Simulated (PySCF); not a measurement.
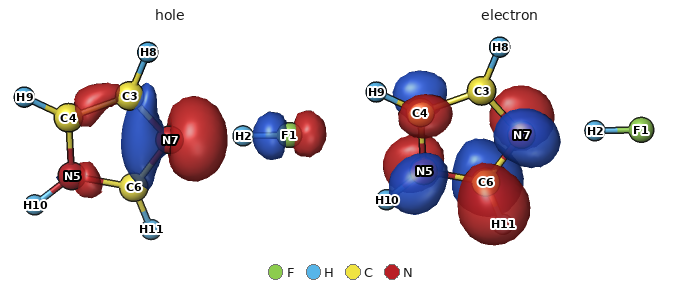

Figure. C3H5FN2, SMILES `F.c1c[nH]cn1`. Leading natural transition orbital pair of S₂ (TDA singlet states); the surfaces enclose about 78 % of each orbital's density.

Method: LC-wPBE/def2-SVP; geometry: GFN2-xTB; program: PySCF. The pair's geometry is semi-empirical, so its contact may be too short or too long. Without diffuse functions Rydberg states are missing, so the states' numbers hold for this basis only.

Coordinates in Å:

```
F1      -2.9465    0.0119    0.0000
H2      -1.9690   -0.0285    0.0000
C3       0.4108   -1.1099    0.0000
C4       1.7062   -0.6846    0.0000
N5       1.6504    0.6806    0.0000
C6       0.3464    1.0245    0.0000
N7      -0.4180   -0.0336    0.0000
H8       0.0192   -2.1061    0.0000
H9       2.6309   -1.2221    0.0000
H10      2.4392    1.3061    0.0000
H11     -0.0089    2.0349    0.0000
```

What kind of excitation is it, and where does it lie?

Answer. 7.57 eV (164 nm), f = 0.007, n → π*; the leading pair carries 100 %; hole on N7 (55 %), F1 (14 %) and C3 (8 %), electron on C6 (37 %), N7 (22 %) and N5 (18 %); their centroids lie 1.4 Å apart. In canonical orbitals it is mainly HOMO−3 → LUMO (80 %). The HOMO–LUMO gap is 12.58 eV.
